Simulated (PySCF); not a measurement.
# C2H5AlN2 (SMILES NC#[C][AlH][NH2]) at 3 levels

We compute a comparison of 3 runs (HF/6-31G, r2SCAN/6-31G*, PBE0/def2-SVP) of C2H5AlN2. 

Program for the calculation: PySCF 2.14.0.

### Step 1. Starting point

The species is C2H5AlN2 (10 atoms), meant as a singlet with charge 0. SMILES: `NC#[C][AlH][NH2]`. The shape is that of a PBE0-D4/def2-TZVP optimisation.

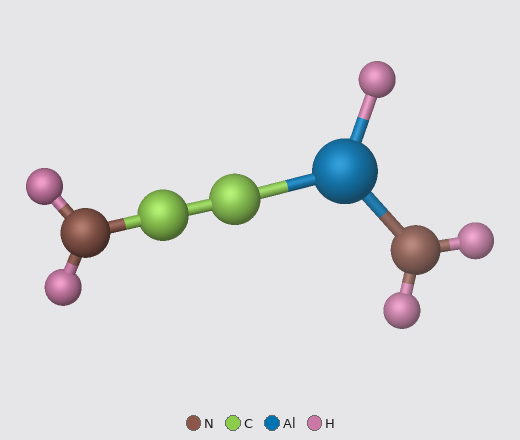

Viewed from a chosen angle; nitrogen brown, carbon green, aluminium blue, hydrogen pink.

### Step 2. Energy and gradient at HF/6-31G (run 1)

File input.py:

```python
# NC#[C][AlH][NH2]
from pyscf import gto, scf

mol = gto.M(
    atom='''
N      3.712178    -1.767461    -3.785688
C      2.036369    -1.287092    -1.967961
C      0.575044    -0.821464    -0.249255
Al    -1.664282    -0.208437     2.446439
N     -2.975563     2.840825     2.807566
H      3.994125    -3.597472    -4.232042
H      3.712178    -0.597342    -5.288210
H     -2.436613    -2.322473     4.408920
H     -4.184610     3.337634     4.189523
H     -2.611602     4.326528     1.676187
''',
    unit='bohr',
    verbose=4,
    spin=0,
    basis='6-31g',
    max_memory=1860,
)

mf = scf.RHF(mol)
mf.conv_tol = 1e-10
mf.kernel()
if not mf.converged:
    mf = mf.newton().run(mf.mo_coeff, mf.mo_occ)

energy = mf.e_tot
print('E(%s) = %.9f' % ('HF', energy))
grad = mf.nuc_grad_method().kernel()
mf.analyze()
```

Launch:

```bash
OMP_NUM_THREADS=1 python input.py
```

The program printed:

```text
PySCF version 2.14.0

[... 82 lines left out ...]
Total Energy =                        -429.347010339420308
[... 9 lines left out ...]
MO #3   energy= -15.5136527070143  occ= 2
[... 7 lines left out ...]
MO #11  energy= -1.09351989153577  occ= 2
[... 7 lines left out ...]
MO #19  energy= -0.442247912523306 occ= 2
[... 7 lines left out ...]
MO #27  energy= 0.219490120962528  occ= 0
[... 7 lines left out ...]
MO #35  energy= 0.47307089815483   occ= 0
[... 7 lines left out ...]
MO #43  energy= 1.01647081765565   occ= 0
[... 7 lines left out ...]
MO #51  energy= 1.21702206848044   occ= 0
[... 7 lines left out ...]
MO #59  energy= 2.17875669034948   occ= 0
[... 72 lines left out ...]
Dipole moment(X, Y, Z, Debye):  0.26983,  0.07784, -2.52091
```

Wall time 23 s (1 thread of Intel Xeon at 2.50GHz (Skylake/Cascade Lake), shared host); peak memory 0.13 GiB.

### Step 3. Energy and gradient at r2SCAN/6-31G(d) (spherical functions) (run 2)

File calc.py:

```python
from pyscf import gto, dft

system = gto.Mole()
system.atom = '''
N    1.964400  -0.935300  -2.003300
C    1.077600  -0.681100  -1.041400
C    0.304300  -0.434700  -0.131900
Al  -0.880700  -0.110300   1.294600
N   -1.574600   1.503300   1.485700
H    2.113600  -1.903700  -2.239500
H    1.964400  -0.316100  -2.798400
H   -1.289400  -1.229000   2.333100
H   -2.214400   1.766200   2.217000
H   -1.382000   2.289500   0.887000
'''
system.verbose = 4
system.basis = '6-31g*'
system.max_memory = 1860
system.build()

mf = dft.RKS(system, xc='r2scan')
mf.conv_tol = 1e-10
mf.grids.level = 5
mf.kernel()
if not mf.converged:
    mf = mf.newton().run(mf.mo_coeff, mf.mo_occ)

energy = mf.e_tot
print('E = %.10f Eh' % energy)
grad = mf.nuc_grad_method().kernel()
dip = mf.dip_moment()
pop, q = mf.mulliken_pop()
```

Launch:

```bash
OMP_NUM_THREADS=1 python calc.py
```

The program printed:

```text
PySCF version 2.14.0

[... 83 lines left out ...]
converged SCF energy = -430.965532462784
[... 13 lines left out ...]
Dipole moment(X, Y, Z, Debye):  0.71484,  0.47147, -2.81507
[... 95 lines left out ...]
charge of    9H =      0.34687
```

Run time: 2.5 min. Hardware: 1 thread of Intel Xeon at 2.50GHz (Skylake/Cascade Lake), shared host; peak memory 0.85 GiB.

### Step 4. Energy and gradient at PBE0/def2-SVP (run 3)

File start.xyz:

```xyz
10

N      1.964400    -0.935300    -2.003300
C      1.077600    -0.681100    -1.041400
C      0.304300    -0.434700    -0.131900
Al    -0.880700    -0.110300     1.294600
N     -1.574600     1.503300     1.485700
H      2.113600    -1.903700    -2.239500
H      1.964400    -0.316100    -2.798400
H     -1.289400    -1.229000     2.333100
H     -2.214400     1.766200     2.217000
H     -1.382000     2.289500     0.887000
```

File run.py:

```python
# NC#[C][AlH][NH2]
from pyscf import gto, dft

mol = gto.M(
    atom='start.xyz',
    max_memory=1860,
    verbose=3,
    spin=0,
    basis='def2-svp',
)

calc0 = dft.RKS(mol, xc='pbe0')
calc0.grids.level = 5
calc0.conv_tol = 1e-10
calc0.kernel()
if not calc0.converged:
    calc0 = calc0.newton().run(calc0.mo_coeff, calc0.mo_occ)

e_tot = calc0.e_tot
print('E = %.10f Eh' % e_tot)
grad = calc0.nuc_grad_method().kernel()
calc0.analyze()
```

Launch:

```bash
OMP_NUM_THREADS=1 python run.py
```

The program printed:

```text
converged SCF energy = -430.581362035118
[... 12 lines left out ...]
MO #3   energy= -14.347371356799   occ= 2
[... 11 lines left out ...]
MO #15  energy= -0.475513450147958 occ= 2
[... 11 lines left out ...]
MO #27  energy= 0.101373851677177  occ= 0
[... 11 lines left out ...]
MO #39  energy= 0.481090790973659  occ= 0
[... 11 lines left out ...]
MO #51  energy= 0.762805679257208  occ= 0
[... 11 lines left out ...]
MO #63  energy= 1.2219247081418    occ= 0
[... 11 lines left out ...]
MO #75  energy= 1.77741009471732   occ= 0
[... 11 lines left out ...]
MO #87  energy= 2.45160196390577   occ= 0
[... 11 lines left out ...]
MO #99  energy= 3.55670882984843   occ= 0
[... 11 lines left out ...]
Dipole moment(X, Y, Z, Debye):  0.71045,  0.46951, -2.67214
```

It took 1.9 min on 1 thread of Intel Xeon at 2.50GHz (Skylake/Cascade Lake), shared host; peak memory 1 GiB.

### Step 5. All runs side by side

| run | level | integration grid | energy (Eh) | dipole moment (D) | HOMO energy (eV) | LUMO energy (eV) | wall time |
| --- | --- | --- | --- | --- | --- | --- | --- |
| 1 | HF/6-31G | – | -429.347010 | 2.54 | -8.95 | 2.57 | 23 s |
| 2 | r2SCAN/6-31G* (spherical functions) | 5 | -430.965532 | 2.94 | -5.13 | -0.42 | 2.5 min |
| 3 | PBE0/def2-SVP | 5 | -430.581362 | 2.80 | -6.24 | -0.01 | 1.9 min |

### Step 6. What came out

```
                       quantity          value
            run 3: total energy  -430.58136 Eh
           run 3: dipole moment         2.80 D
             run 3: HOMO energy       -6.24 eV
             run 3: LUMO energy       -0.01 eV
           run 3: HOMO–LUMO gap        6.23 eV
run 3: largest force on an atom     0.999 eV/Å
```

The dipole moment (its size) runs from 2.54 D (HF/6-31G) to 2.94 D (r2SCAN/6-31G*). The two ends differ in method and basis. The HOMO–LUMO gap runs from 4.70 eV (r2SCAN/6-31G*) to 11.51 eV (HF/6-31G). Totals of different functionals can't be ranked against each other. All runs together took 4.8 min, the longest 2.5 min.
